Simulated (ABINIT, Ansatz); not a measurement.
# KNbS3 (Pm-3m): zone-centre phonons, part 3 of 5

Aim: the zone-centre modes of KNbS3 (Pm-3m).

ABINIT 10.8.3; DFT PBEsol, scalar-relativistic, plane waves, PseudoDojo norm-conserving pseudopotentials.

So far. Step 2 (Relaxing the cell and atoms): The volume changes by +0.4 % from the cell with which this run began. Step 4 (Zone-centre response): The acoustic modes at Γ come out as far as 5.3 cm⁻¹ from zero, where they should vanish, a small numerical error. The relaxed cell has a = 4.821 Å (conventional setting).

The structure was built from a prototype and need not be the compound's stable phase.

## (5) Modes with the sum rule

anaddb reads the merged derivatives and imposes the acoustic sum rule.

anaddb.abi reads:

```
ddb_filepath "gamma_DDB"
output_file "anaddb.abo"
outdata_prefix "anaddb"
asr 1
chneut 1
enunit 2
eivec 1
nph1l 1
qph1l 0.0 0.0 0.0 1.0
```

mrgddb.in reads:

```
gamma_DDB
merged
2
dfpt_gammao_DDB
gso_DDB
```

Started as:

```
$ mrgddb < mrgddb.in > mrgddb.log
$ OMP_NUM_THREADS=1 anaddb anaddb.abi > anaddb.log
```

anaddb.abo, the main output file:

```text
-outvars_anaddb: echo values of input variables ----------------------

 Miscellaneous information :
      enunit         2
       eivec         1
         asr         1
 First list of wavevector (reduced coord.) :
       nph1l         1
       qph1l
                     0.00000000E+00  0.00000000E+00  0.00000000E+00    1.000E+00

================================================================================

 read the DDB information and perform some checks

  ==== Info on the Cryst% object ====
 Real(R)+Recip(G) space primitive vectors, cartesian coordinates (Bohr,Bohr^-1):
 R(1)=  9.1108527  0.0000000  0.0000000  G(1)=  0.1097592  0.0000000  0.0000000
 R(2)=  0.0000000  9.1108527  0.0000000  G(2)=  0.0000000  0.1097592  0.0000000
 R(3)=  0.0000000  0.0000000  9.1108527  G(3)=  0.0000000  0.0000000  0.1097592
 Unit cell volume ucvol=  7.5627035E+02 bohr^3
 Angles (23,13,12)=  9.00000000E+01  9.00000000E+01  9.00000000E+01 degrees
 Time-reversal symmetry is present
 Reduced atomic positions [iatom, xred, symbol]:
    1)    0.0000000  0.0000000  0.0000000   K
    2)    0.5000000  0.5000000  0.5000000  Nb
    3)    0.5000000  0.5000000  0.0000000   S
    4)    0.5000000  0.0000000  0.5000000   S
    5)    0.0000000  0.5000000  0.5000000   S

 DDB file with 3 blocks has been read.

================================================================================

 Treat the first list of vectors

  Phonon wavevector (reduced coordinates) :  0.00000  0.00000  0.00000
 Phonon energies in Hartree :
   0.000000E+00  0.000000E+00  0.000000E+00  3.731055E-04  3.731055E-04
   3.731055E-04  5.492584E-04  5.492584E-04  5.492584E-04  5.888796E-04
   5.888796E-04  5.888796E-04  1.517907E-03  1.517907E-03  1.517907E-03
 Phonon energies in meV     :
-  0.000000E+00  0.000000E+00  0.000000E+00  1.015272E+01  1.015272E+01
-  1.015272E+01  1.494608E+01  1.494608E+01  1.494608E+01  1.602423E+01
-  1.602423E+01  1.602423E+01  4.130436E+01  4.130436E+01  4.130436E+01
 Phonon frequencies in cm-1    :
-  0.000000E+00  0.000000E+00  0.000000E+00  8.188718E+01  8.188718E+01
-  8.188718E+01  1.205483E+02  1.205483E+02  1.205483E+02  1.292441E+02
-  1.292441E+02  1.292441E+02  3.331421E+02  3.331421E+02  3.331421E+02
 Phonon frequencies in Thz     :
-  0.000000E+00  0.000000E+00  0.000000E+00  2.454916E+00  2.454916E+00
-  2.454916E+00  3.613946E+00  3.613946E+00  3.613946E+00  3.874642E+00
-  3.874642E+00  3.874642E+00  9.987350E+00  9.987350E+00  9.987350E+00
 Phonon energies in Kelvin  :
-  0.000000E+00  0.000000E+00  0.000000E+00  1.178174E+02  1.178174E+02
-  1.178174E+02  1.734421E+02  1.734421E+02  1.734421E+02  1.859535E+02
-  1.859535E+02  1.859535E+02  4.793172E+02  4.793172E+02  4.793172E+02

 Eigendisplacements
 (will be given, for each mode : in cartesian coordinates
   for each atom the real part of the displacement vector,
   then the imaginary part of the displacement vector - absolute values smaller than 1.0d-7 are set to zero)
  Mode number    1   Energy    0.000000E+00
 Attention : low frequency mode.
   (Could be unstable or acoustic mode)
-  1  0.00000000E+00  0.00000000E+00 -1.55046928E-03
-     0.00000000E+00  0.00000000E+00  0.00000000E+00
-  2  0.00000000E+00  0.00000000E+00 -1.55046247E-03
-     0.00000000E+00  0.00000000E+00  0.00000000E+00
-  3  0.00000000E+00  0.00000000E+00 -1.55045528E-03
-     0.00000000E+00  0.00000000E+00  0.00000000E+00
-  4  0.00000000E+00  0.00000000E+00 -1.55044058E-03
-     0.00000000E+00  0.00000000E+00  0.00000000E+00
-  5  0.00000000E+00  0.00000000E+00 -1.55044058E-03
-     0.00000000E+00  0.00000000E+00  0.00000000E+00
  Mode number    2   Energy    0.000000E+00
 Attention : low frequency mode.
   (Could be unstable or acoustic mode)
-  1  0.00000000E+00 -1.55046928E-03  0.00000000E+00
-     0.00000000E+00  0.00000000E+00  0.00000000E+00
-  2  0.00000000E+00 -1.55046247E-03  0.00000000E+00
-     0.00000000E+00  0.00000000E+00  0.00000000E+00
-  3  0.00000000E+00 -1.55044058E-03  0.00000000E+00
-     0.00000000E+00  0.00000000E+00  0.00000000E+00
-  4  0.00000000E+00 -1.55045528E-03  0.00000000E+00
-     0.00000000E+00  0.00000000E+00  0.00000000E+00
-  5  0.00000000E+00 -1.55044058E-03  0.00000000E+00
-     0.00000000E+00  0.00000000E+00  0.00000000E+00
  Mode number    3   Energy    0.000000E+00
 Attention : low frequency mode.
   (Could be unstable or acoustic mode)
-  1  1.55046928E-03  0.00000000E+00  0.00000000E+00
-     0.00000000E+00  0.00000000E+00  0.00000000E+00
-  2  1.55046247E-03  0.00000000E+00  0.00000000E+00
-     0.00000000E+00  0.00000000E+00  0.00000000E+00
-  3  1.55044058E-03  0.00000000E+00  0.00000000E+00
-     0.00000000E+00  0.00000000E+00  0.00000000E+00
-  4  1.55044058E-03  0.00000000E+00  0.00000000E+00
-     0.00000000E+00  0.00000000E+00  0.00000000E+00
-  5  1.55045528E-03  0.00000000E+00  0.00000000E+00
-     0.00000000E+00  0.00000000E+00  0.00000000E+00
  Mode number    4   Energy    3.731055E-04
-  1  0.00000000E+00  0.00000000E+00  2.91801282E-03
-     0.00000000E+00  0.00000000E+00  0.00000000E+00
-  2  0.00000000E+00  0.00000000E+00 -1.45463321E-03
-     0.00000000E+00  0.00000000E+00  0.00000000E+00
-  3  0.00000000E+00  0.00000000E+00 -3.29637710E-04
-     0.00000000E+00  0.00000000E+00  0.00000000E+00
-  4  0.00000000E+00  0.00000000E+00  4.93130166E-04
-     0.00000000E+00  0.00000000E+00  0.00000000E+00
-  5  0.00000000E+00  0.00000000E+00  4.93130166E-04
-     0.00000000E+00  0.00000000E+00  0.00000000E+00
  Mode number    5   Energy    3.731055E-04
-  1  0.00000000E+00 -2.91801282E-03  0.00000000E+00
-     0.00000000E+00  0.00000000E+00  0.00000000E+00
-  2  0.00000000E+00  1.45463321E-03  0.00000000E+00
-     0.00000000E+00  0.00000000E+00  0.00000000E+00
-  3  0.00000000E+00 -4.93130166E-04  0.00000000E+00
-     0.00000000E+00  0.00000000E+00  0.00000000E+00
-  4  0.00000000E+00  3.29637710E-04  0.00000000E+00
-     0.00000000E+00  0.00000000E+00  0.00000000E+00
-  5  0.00000000E+00 -4.93130166E-04  0.00000000E+00
-     0.00000000E+00  0.00000000E+00  0.00000000E+00
  Mode number    6   Energy    3.731055E-04
-  1  2.91801282E-03  0.00000000E+00  0.00000000E+00
-     0.00000000E+00  0.00000000E+00  0.00000000E+00
-  2 -1.45463321E-03  0.00000000E+00  0.00000000E+00
-     0.00000000E+00  0.00000000E+00  0.00000000E+00
-  3  4.93130166E-04  0.00000000E+00  0.00000000E+00
-     0.00000000E+00  0.00000000E+00  0.00000000E+00
-  4  4.93130166E-04  0.00000000E+00  0.00000000E+00
-     0.00000000E+00  0.00000000E+00  0.00000000E+00
-  5 -3.29637710E-04  0.00000000E+00  0.00000000E+00
-     0.00000000E+00  0.00000000E+00  0.00000000E+00
  Mode number    7   Energy    5.492584E-04
-  1  0.00000000E+00  0.00000000E+00  1.76357141E-03
-     0.00000000E+00  0.00000000E+00  0.00000000E+00
-  2  0.00000000E+00  0.00000000E+00  1.05637233E-03
-     0.00000000E+00  0.00000000E+00  0.00000000E+00
-  3  0.00000000E+00  0.00000000E+00 -9.08159830E-04
-     0.00000000E+00  0.00000000E+00  0.00000000E+00
-  4  0.00000000E+00  0.00000000E+00 -2.15146427E-03
-     0.00000000E+00  0.00000000E+00  0.00000000E+00
-  5  0.00000000E+00  0.00000000E+00 -2.15146427E-03
-     0.00000000E+00  0.00000000E+00  0.00000000E+00
  Mode number    8   Energy    5.492584E-04
-  1  0.00000000E+00 -1.76357141E-03  0.00000000E+00
-     0.00000000E+00  0.00000000E+00  0.00000000E+00
-  2  0.00000000E+00 -1.05637233E-03  0.00000000E+00
-     0.00000000E+00  0.00000000E+00  0.00000000E+00
-  3  0.00000000E+00  2.15146427E-03  0.00000000E+00
-     0.00000000E+00  0.00000000E+00  0.00000000E+00
-  4  0.00000000E+00  9.08159830E-04  0.00000000E+00
-     0.00000000E+00  0.00000000E+00  0.00000000E+00
-  5  0.00000000E+00  2.15146427E-03  0.00000000E+00
-     0.00000000E+00  0.00000000E+00  0.00000000E+00
  Mode number    9   Energy    5.492584E-04
-  1  1.76357141E-03  0.00000000E+00  0.00000000E+00
-     0.00000000E+00  0.00000000E+00  0.00000000E+00
-  2  1.05637233E-03  0.00000000E+00  0.00000000E+00
-     0.00000000E+00  0.00000000E+00  0.00000000E+00
-  3 -2.15146427E-03  0.00000000E+00  0.00000000E+00
-     0.00000000E+00  0.00000000E+00  0.00000000E+00
-  4 -2.15146427E-03  0.00000000E+00  0.00000000E+00
-     0.00000000E+00  0.00000000E+00  0.00000000E+00
-  5 -9.08159830E-04  0.00000000E+00  0.00000000E+00
-     0.00000000E+00  0.00000000E+00  0.00000000E+00
  Mode number   10   Energy    5.888796E-04
-  1  0.00000000E+00  0.00000000E+00  0.00000000E+00
-     0.00000000E+00  0.00000000E+00  0.00000000E+00
-  2  0.00000000E+00  0.00000000E+00  0.00000000E+00
-     0.00000000E+00  0.00000000E+00  0.00000000E+00
-  3  0.00000000E+00  0.00000000E+00  0.00000000E+00
-     0.00000000E+00  0.00000000E+00  0.00000000E+00
-  4  0.00000000E+00  0.00000000E+00  2.92470830E-03
-     0.00000000E+00  0.00000000E+00  0.00000000E+00
-  5  0.00000000E+00  0.00000000E+00 -2.92470830E-03
-     0.00000000E+00  0.00000000E+00  0.00000000E+00
  Mode number   11   Energy    5.888796E-04
-  1  0.00000000E+00  0.00000000E+00  0.00000000E+00
-     0.00000000E+00  0.00000000E+00  0.00000000E+00
-  2  0.00000000E+00  0.00000000E+00  0.00000000E+00
-     0.00000000E+00  0.00000000E+00  0.00000000E+00
-  3  0.00000000E+00 -2.92470830E-03  0.00000000E+00
-     0.00000000E+00  0.00000000E+00  0.00000000E+00
-  4  0.00000000E+00  0.00000000E+00  0.00000000E+00
-     0.00000000E+00  0.00000000E+00  0.00000000E+00
-  5  0.00000000E+00  2.92470830E-03  0.00000000E+00
-     0.00000000E+00  0.00000000E+00  0.00000000E+00
  Mode number   12   Energy    5.888796E-04
-  1  0.00000000E+00  0.00000000E+00  0.00000000E+00
-     0.00000000E+00  0.00000000E+00  0.00000000E+00
-  2  0.00000000E+00  0.00000000E+00  0.00000000E+00
-     0.00000000E+00  0.00000000E+00  0.00000000E+00
-  3  2.92470830E-03  0.00000000E+00  0.00000000E+00
-     0.00000000E+00  0.00000000E+00  0.00000000E+00
-  4 -2.92470830E-03  0.00000000E+00  0.00000000E+00
-     0.00000000E+00  0.00000000E+00  0.00000000E+00
-  5  0.00000000E+00  0.00000000E+00  0.00000000E+00
-     0.00000000E+00  0.00000000E+00  0.00000000E+00
  Mode number   13   Energy    1.517907E-03
-  1  0.00000000E+00  0.00000000E+00  4.29976692E-05
-     0.00000000E+00  0.00000000E+00  0.00000000E+00
-  2  0.00000000E+00  0.00000000E+00 -5.18496461E-04
-     0.00000000E+00  0.00000000E+00  0.00000000E+00
-  3  0.00000000E+00  0.00000000E+00  3.71086383E-03
-     0.00000000E+00  0.00000000E+00  0.00000000E+00
-  4  0.00000000E+00  0.00000000E+00 -1.13052057E-03
-     0.00000000E+00  0.00000000E+00  0.00000000E+00
-  5  0.00000000E+00  0.00000000E+00 -1.13052057E-03
-     0.00000000E+00  0.00000000E+00  0.00000000E+00
  Mode number   14   Energy    1.517907E-03
-  1  0.00000000E+00  4.29976692E-05  0.00000000E+00
-     0.00000000E+00  0.00000000E+00  0.00000000E+00
-  2  0.00000000E+00 -5.18496460E-04  0.00000000E+00
-     0.00000000E+00  0.00000000E+00  0.00000000E+00
-  3  0.00000000E+00 -1.13052057E-03  0.00000000E+00
-     0.00000000E+00  0.00000000E+00  0.00000000E+00
-  4  0.00000000E+00  3.71086383E-03  0.00000000E+00
-     0.00000000E+00  0.00000000E+00  0.00000000E+00
-  5  1.77309574E-07 -1.13052057E-03  0.00000000E+00
-     0.00000000E+00  0.00000000E+00  0.00000000E+00
  Mode number   15   Energy    1.517907E-03
-  1  4.29976692E-05  0.00000000E+00  0.00000000E+00
-     0.00000000E+00  0.00000000E+00  0.00000000E+00
-  2 -5.18496460E-04  0.00000000E+00  0.00000000E+00
-     0.00000000E+00  0.00000000E+00  0.00000000E+00
-  3 -1.13052057E-03  0.00000000E+00  0.00000000E+00
-     0.00000000E+00  0.00000000E+00  0.00000000E+00
-  4 -1.13052057E-03 -1.77309574E-07  0.00000000E+00
-     0.00000000E+00  0.00000000E+00  0.00000000E+00
-  5  3.71086383E-03  0.00000000E+00  0.00000000E+00
-     0.00000000E+00  0.00000000E+00  0.00000000E+00

 Analysis of degeneracies and characters (maximum tolerance=1.00E-06 a.u.)
 For each vibration mode, or group of modes if degenerate,
 the characters are given for each symmetry operation (see the list in the log file).
 Symmetry characters of vibration mode #   1
       degenerate with vibration modes #   2 to    3
  3.0 -3.0 -1.0  1.0 -1.0  1.0 -1.0  1.0  1.0 -1.0 -1.0  1.0  1.0 -1.0 -1.0  1.0
  0.0 -0.0  0.0 -0.0  0.0 -0.0 -0.0  0.0  1.0 -1.0 -1.0  1.0 -1.0  1.0  1.0 -1.0
  0.0 -0.0  0.0 -0.0 -0.0  0.0  0.0 -0.0  1.0 -1.0  1.0 -1.0 -1.0  1.0 -1.0  1.0
 Symmetry characters of vibration mode #   4
       degenerate with vibration modes #   5 to    6
  3.0 -3.0 -1.0  1.0 -1.0  1.0 -1.0  1.0  1.0 -1.0 -1.0  1.0  1.0 -1.0 -1.0  1.0
 -0.0  0.0 -0.0  0.0  0.0 -0.0  0.0 -0.0  1.0 -1.0 -1.0  1.0 -1.0  1.0  1.0 -1.0
 -0.0  0.0  0.0 -0.0  0.0 -0.0 -0.0  0.0  1.0 -1.0  1.0 -1.0 -1.0  1.0 -1.0  1.0
 Symmetry characters of vibration mode #   7
       degenerate with vibration modes #   8 to    9
  3.0 -3.0 -1.0  1.0 -1.0  1.0 -1.0  1.0  1.0 -1.0 -1.0  1.0  1.0 -1.0 -1.0  1.0
 -0.0  0.0 -0.0  0.0  0.0 -0.0  0.0 -0.0  1.0 -1.0 -1.0  1.0 -1.0  1.0  1.0 -1.0
 -0.0  0.0  0.0 -0.0  0.0 -0.0 -0.0  0.0  1.0 -1.0  1.0 -1.0 -1.0  1.0 -1.0  1.0
 Symmetry characters of vibration mode #  10
       degenerate with vibration modes #  11 to   12
  3.0 -3.0 -1.0  1.0 -1.0  1.0 -1.0  1.0 -1.0  1.0  1.0 -1.0 -1.0  1.0  1.0 -1.0
 -0.0  0.0 -0.0  0.0  0.0 -0.0  0.0 -0.0 -1.0  1.0  1.0 -1.0  1.0 -1.0 -1.0  1.0
 -0.0  0.0  0.0 -0.0  0.0 -0.0 -0.0  0.0 -1.0  1.0 -1.0  1.0  1.0 -1.0  1.0 -1.0
 Symmetry characters of vibration mode #  13
       degenerate with vibration modes #  14 to   15
  3.0 -3.0 -1.0  1.0 -1.0  1.0 -1.0  1.0  1.0 -1.0 -1.0  1.0  1.0 -1.0 -1.0  1.0
 -0.0  0.0  0.0 -0.0 -0.0  0.0  0.0 -0.0  1.0 -1.0 -1.0  1.0 -1.0  1.0  1.0 -1.0
 -0.0  0.0 -0.0  0.0  0.0 -0.0  0.0 -0.0  1.0 -1.0  1.0 -1.0 -1.0  1.0 -1.0  1.0
-
```

Run time: 0.69 s. Hardware: 1 thread of Intel Xeon at 2.70GHz, shared host.

Numbers from this step:

```yaml
lowest_optical_zone_centre_mode: 81.89 cm⁻¹
```

No LO-TO term; unit eigenvectors of the mass-weighted matrix, from anaddb's displacements. The modes at Γ (shares of kinetic energy by element, %):

| mode | frequency (cm⁻¹) | symmetry | K % | Nb % | S % |
| --- | --- | --- | --- | --- | --- |
| 1 | 0.0 | acoustic | 17 | 41 | 42 |
| 2 | 0.0 | acoustic | 17 | 41 | 42 |
| 3 | 0.0 | acoustic | 17 | 41 | 42 |
| 4 | 81.9 | T1u | 61 | 36 | 3 |
| 5 | 81.9 | T1u | 61 | 36 | 3 |
| 6 | 81.9 | T1u | 61 | 36 | 3 |
| 7 | 120.5 | T1u | 22 | 19 | 59 |
| 8 | 120.5 | T1u | 22 | 19 | 59 |
| 9 | 120.5 | T1u | 22 | 19 | 59 |
| 10 | 129.2 | T2u | 0 | 0 | 100 |
| 11 | 129.2 | T2u | 0 | 0 | 100 |
| 12 | 129.2 | T2u | 0 | 0 | 100 |
| 13 | 333.1 | T1u | 0 | 5 | 95 |
| 14 | 333.1 | T1u | 0 | 5 | 95 |
| 15 | 333.1 | T1u | 0 | 5 | 95 |

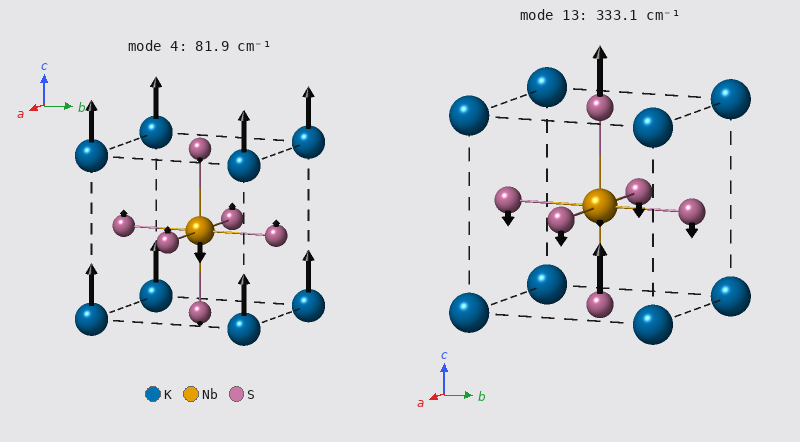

Displacement patterns of modes 4 and 13 at Γ; arrows are exaggerated. Some periodic images of atoms are drawn too.

The rule also moves an optical mode by 0.5 cm⁻¹.

[end of part 3 of 5]

[Host names and launcher messages were left out of these logs when they were recorded.]

[Logs are printed without paths, hosts, clocks, repeated set-up lines and the standing remarks that a program may print on its own settings, such as how far it seeks lower states.]

[Hosts, paths, dates, database ids (printed as entryN), source tags and the programs' standing remarks are cut or masked in the printed files.]
